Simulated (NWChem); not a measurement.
# One shape, several levels: [CHO2]− (formate(1-))

We compute a comparison of 6 runs (HF/3-21G, HF/aug-cc-pVDZ, HF/cc-pVTZ, PBE0/def2-SVP, MP2/cc-pVTZ, CCSD(T)/cc-pVTZ) of [CHO2]− (formate(1-)). 

Program for the calculation: NWChem 7.3.0.

## Step 1: The structure to begin with

[CHO2]− has 4 atoms, charge -1, and is taken as a singlet. As SMILES, `O=C[O-]`. Geometry: relaxed at PBE0-D4/def2-TZVPD.

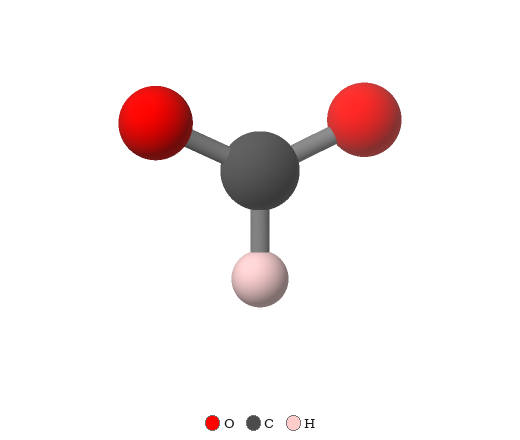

The structure, seen from a chosen angle (oxygen red, carbon dark grey, hydrogen pink).

## Step 2: Energy and forces at HF/3-21G (run 1)

Contents of geom.xyz:

```xyz
4

O     -1.183780     0.021190     0.418310
C     -0.008510    -0.020630     0.007780
O      0.790720    -0.973690    -0.058790
H      0.401570     0.973130    -0.367300
```

Contents of run.py:

```python
from ase.io import read
from ase.calculators.nwchem import NWChem

mol = read('geom.xyz')

calc = NWChem(
    label='geom',
    theory='scf',
    memory='2200 mb',
    basis='3-21G',
    basispar='spherical bse',
    charge=-1,
    scf={'nopen': '0', 'rhf': None, 'thresh': '1e-08', 'maxiter': '80'},
)
mol.calc = calc

forces = mol.get_forces()
e = mol.get_potential_energy()
print(f"E = {e:.6f} eV")
print("forces (eV/A):")
for s, f in zip(mol.symbols, forces):
    print(f"{s:2s} {f[0]:10.5f} {f[1]:10.5f} {f[2]:10.5f}")
print("dipole (e A):", mol.get_dipole_moment().round(4))
```

Command:

```
$ export ASE_NWCHEM_COMMAND="nwchem PREFIX.nwi > PREFIX.nwo"
$ python run.py
```

The log of the run:

```text
E = -5091.373313 eV
forces (eV/A):
O    -0.21201    0.10454    0.05168
C     0.11087    0.26991   -0.10151
O     0.21078   -0.10865   -0.05045
H    -0.10963   -0.26585    0.10027
dipole (e A): [ 0.2278  0.552  -0.2084]
```

The calculator wrote geom.nwi:

```
title "geom"

permanent_dir geom

scratch_dir geom

start geom

geometry units angstrom nocenter noautosym noautoz
  O  -1.1837800000000001e+00 2.1190000000000001e-02 4.1831000000000002e-01
  C  -8.5100000000000002e-03 -2.0629999999999999e-02 7.7799999999999996e-03
  O  7.9071999999999998e-01 -9.7369000000000006e-01 -5.8790000000000002e-02
  H  4.0156999999999998e-01 9.7313000000000005e-01 -3.6730000000000002e-01
end

charge -1

memory 2200 mb

basis spherical bse noprint
   * library 3-21G
end

scf
  nopen 0
  rhf
  thresh 1e-08
  maxiter 80
end

task scf gradient
```

geom.nwo:

```text
Northwest Computational Chemistry Package (NWChem) 7.3.0
             --------------------------------------------------------

           Job information
           ---------------

    nwchem branch   = 7.3.0
    use scalapack   = T
    input           = geom.nwi
    prefix          = geom.
    data base       = geom/geom.db
    status          = startup
    nproc           =        1

           Memory information
           ------------------

[... 5 lines left out ...]
    hardfail = no
[... 122 lines left out ...]
         Quadratically convergent ROHF
[... 15 lines left out ...]
       Final RHF  results
[... 4 lines left out ...]
      Two-electron energy =    139.080698101093
[... 31 lines left out ...]
                       ROHF Final Molecular Orbital Analysis
[... 208 lines left out ...]
                 ----------------------------------------
                 |  Time  |  1-e(secs)   |  2-e(secs)   |
                 ----------------------------------------
                 |  CPU   |       0.00   |       0.11   |
                 ----------------------------------------
                 |  WALL  |       0.00   |       0.11   |
                 ----------------------------------------

 Task  times  cpu:        0.8s     wall:        0.8s
 Total times  cpu:        0.8s     wall:        0.8s
```

It took 2.2 s on 1 thread of Intel Xeon Platinum 8175M at 2.50GHz (Skylake/Cascade Lake), shared host; peak memory 0.099 GiB.

## Step 3: Energy and forces at HF/aug-cc-pVDZ (run 2)

Contents of mymol.nw:

```
start mymol
title "CHO2"
memory stack 880 mb heap 220 mb global 1100 mb
charge -1

geometry units angstrom noautosym nocenter noautoz
O    -1.183780    0.021190    0.418310
C    -0.008510   -0.020630    0.007780
O     0.790720   -0.973690   -0.058790
H     0.401570    0.973130   -0.367300
end

basis spherical bse
* library aug-cc-pVDZ
end

scf
thresh 1e-08
maxiter 80
print low
end

task scf gradient
```

Command:

```
$ nwchem mymol.nw > mymol.out
```

The log of the run:

```text
[...]
  functions       =    78
[...]
  wavefunction    = RHF
[...]
         Total SCF energy =   -188.230284857726
      One-electron energy =   -389.446750054901
      Two-electron energy =    138.456432802415
 Nuclear repulsion energy =     62.760032394760
        Time for solution =     25.9s
[...]
                         RHF ENERGY GRADIENTS
    atom               coordinates                        gradient
                 x          y          z           x          y          z
   1 O      -2.237020   0.040043   0.790491   -0.016639   0.001132   0.005689
   2 C      -0.016082  -0.038985   0.014702    0.001766   0.004259  -0.001614
   3 O       1.494244  -1.840007  -0.111097    0.011679  -0.013134  -0.001154
   4 H       0.758857   1.838949  -0.694096    0.003194   0.007742  -0.002921
 Task  times  cpu:       34.6s     wall:       34.6s
 Total times  cpu:       34.6s     wall:       34.6s
```

It took 35 s on 1 thread of Intel Xeon Platinum 8175M at 2.50GHz (Skylake/Cascade Lake), shared host; peak memory 0.1 GiB.

Run 3 isn't shown in full; the table further down has it.

## Step 4: Energy and forces at PBE0/def2-SVP (run 4)

Contents of run.py:

```python
from ase import Atoms
from ase.calculators.nwchem import NWChem

mol = Atoms('OCOH', positions=[
    [-1.183780, 0.021190, 0.418310],
    [-0.008510, -0.020630, 0.007780],
    [0.790720, -0.973690, -0.058790],
    [0.401570, 0.973130, -0.367300],
])

calc = NWChem(
    label='calc',
    theory='dft',
    memory='2200 mb',
    basis='def2-SVP',
    basispar='spherical bse',
    charge=-1,
    dft={'xc': 'pbe0', 'mult': '1', 'grid': 'xfine', 'convergence': 'energy 1e-08', 'iterations': '100', 'mulliken': None},
)
mol.calc = calc

forces = mol.get_forces()
print("Total energy (eV):", round(mol.get_potential_energy(), 6))
print("forces (eV/A):")
for s, f in zip(mol.symbols, forces):
    print(f"{s:2s} {f[0]:10.5f} {f[1]:10.5f} {f[2]:10.5f}")
print("dipole (e A):", mol.get_dipole_moment().round(4))
```

Command:

```
$ export ASE_NWCHEM_COMMAND="nwchem PREFIX.nwi > PREFIX.nwo"
$ python run.py
```

The log of the run:

```text
Total energy (eV): -5138.504794
forces (eV/A):
O     0.09616    0.08346   -0.05363
C    -0.30822   -0.74752    0.28226
O    -0.00617    0.13509   -0.02890
H     0.21829    0.52898   -0.19972
dipole (e A): [ 0.19    0.4602 -0.1737]
```

The calculator wrote calc.nwi:

```
title "calc"

permanent_dir calc

scratch_dir calc

start calc

geometry units angstrom nocenter noautosym noautoz
  O  -1.1837800000000001e+00 2.1190000000000001e-02 4.1831000000000002e-01
  C  -8.5100000000000002e-03 -2.0629999999999999e-02 7.7799999999999996e-03
  O  7.9071999999999998e-01 -9.7369000000000006e-01 -5.8790000000000002e-02
  H  4.0156999999999998e-01 9.7313000000000005e-01 -3.6730000000000002e-01
end

charge -1

memory 2200 mb

basis spherical bse noprint
   * library def2-SVP
end

dft
  xc pbe0
  mult 1
  grid xfine
  convergence energy 1e-08
  iterations 100
  mulliken
end

task dft gradient
```

calc.nwo:

```text
Northwest Computational Chemistry Package (NWChem) 7.3.0
             --------------------------------------------------------

           Job information
           ---------------

    nwchem branch   = 7.3.0
    use scalapack   = T
    input           = calc.nwi
    prefix          = calc.
    data base       = calc/calc.db
    status          = startup
    nproc           =        1

           Memory information
           ------------------

[... 5 lines left out ...]
    hardfail = no
[... 91 lines left out ...]
  convergence criterion.
[... 41 lines left out ...]
          Spatial weights used:  Erf1
[... 34 lines left out ...]
 1-e energy   =    -397.881552
[... 42 lines left out ...]
           Coulomb energy =      161.577391754043
[... 399 lines left out ...]
          Convergence on density requested:  1.00D-05
[... 27 lines left out ...]
          total energy or number of iterations.
[... 35 lines left out ...]
                 ----------------------------------------
                 |  Time  |  1-e(secs)   |  2-e(secs)   |
                 ----------------------------------------
                 |  CPU   |       0.00   |       0.57   |
                 ----------------------------------------
                 |  WALL  |       0.00   |       0.57   |
                 ----------------------------------------

 Task  times  cpu:       14.0s     wall:       14.0s
 Total times  cpu:       14.1s     wall:       14.1s
```

Run time: 16 s. Hardware: 1 thread of Intel Xeon Platinum 8175M at 2.50GHz (Skylake/Cascade Lake), shared host; peak memory 0.12 GiB.

Run 5 isn't shown in full; the table further down has it.

## Step 5: A single-point energy at CCSD(T)/cc-pVTZ (run 6)

Contents of mymol.xyz:

```xyz
4
CHO2
O     -1.183780     0.021190     0.418310
C     -0.008510    -0.020630     0.007780
O      0.790720    -0.973690    -0.058790
H      0.401570     0.973130    -0.367300
```

Contents of mymol.nw:

```
start mymol
title "CHO2"
memory 2200 mb
charge -1
geometry noautosym nocenter noautoz
  load mymol.xyz
end
basis spherical bse
  * library cc-pVTZ
end
scf
  singlet
  rhf
  thresh 1e-08
  maxiter 80
end
ccsd
  freeze core 3
  maxiter 60
end
task ccsd(t)
```

Command:

```
$ nwchem mymol.nw > mymol.out
```

The log of the run:

```text
[...]
  functions       =   104
[...]
  wavefunction    = RHF
[...]
         Total SCF energy =   -188.263742081911
      One-electron energy =   -389.956694367290
      Two-electron energy =    138.932919890620
 Nuclear repulsion energy =     62.760032394760
        Time for solution =     45.7s
[...]
 Total MP2 energy:           -188.900362187956318
[...]
             energy      energy      error      ampl     ampl      Block
                                                time     time      time
[...]
 Total CCSD energy:           -188.899146780093787
[...]
 Total CCSD+T(CCSD) energy:           -188.928736853841656
[...]
 Total CCSD(T) energy:                -188.926787828555007
[...]
```

Wall time 6.4 min (1 thread of Intel Xeon Platinum 8175M at 2.50GHz (Skylake/Cascade Lake), shared host); peak memory 0.31 GiB.

## Step 6: All runs side by side

```csv
run,level,iteration cap,module,energy (Eh),HOMO energy (eV),LUMO energy (eV),HOMO–LUMO gap (eV),wall time
1,HF/3-21G,80,scf,-187.104520,-3.35,13.38,16.73,2.2 s
2,HF/aug-cc-pVDZ,80,scf,-188.230285,–,–,–,35 s
3,HF/cc-pVTZ,80,scf,-188.263742,-4.74,9.91,14.65,65 s
4,PBE0/def2-SVP,100,dft,-188.836570,-0.15,8.40,8.55,16 s
5,MP2/cc-pVTZ,80,mp2,-188.900362,-4.74,9.91,14.65,1.9 min
6,CCSD(T)/cc-pVTZ,80,ccsd(t),-188.926788,-4.74,9.91,14.65,6.4 min
```

## Step 7: Results

| quantity | value |
| --- | --- |
| run 6: total energy | -188.92679 Eh |
| run 6: HOMO energy (Hartree–Fock orbitals) | -4.74 eV |
| run 6: LUMO energy (Hartree–Fock orbitals) | 9.91 eV |
| run 6: HOMO–LUMO gap (to an unbound level, set by the basis) | 14.65 eV |
| run 6: correlation energy (3 core orbitals frozen) | -663.0 mEh |
| run 6: (T) correction | -27.64 mEh |

What this shows: Below the HF energy at the same shape and in the same basis (cc-pVTZ): MP2 -636.6 mEh; CCSD(T) -663.0 mEh. Over runs 1, 3, 4 the HOMO–LUMO gap runs from 8.55 eV (PBE0/def2-SVP) to 16.73 eV (HF/3-21G). The two ends differ in method and basis. The empty levels of an anion lie above zero and hang on the basis. All runs together took 10 min, the longest 6.4 min.
